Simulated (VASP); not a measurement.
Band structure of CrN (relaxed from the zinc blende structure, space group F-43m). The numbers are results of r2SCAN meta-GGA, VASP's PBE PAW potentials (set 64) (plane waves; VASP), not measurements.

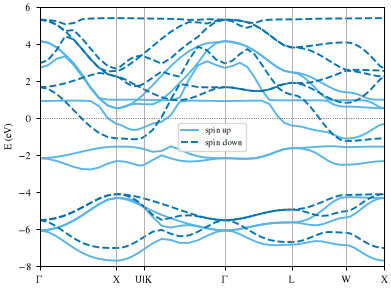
Figure. Bands along high-symmetry lines, zero at the valence-band maximum or, without a gap, the Fermi level

Problem. Read the plot: is there a gap, and where are the band edges?

Solution. It has no gap at this level: it comes out as a metal or semimetal.

The structure was generated: CrN was put into the zinc blende type (F-43m), which need not be its known phase. It was relaxed first, which changed the volume by -25 %.
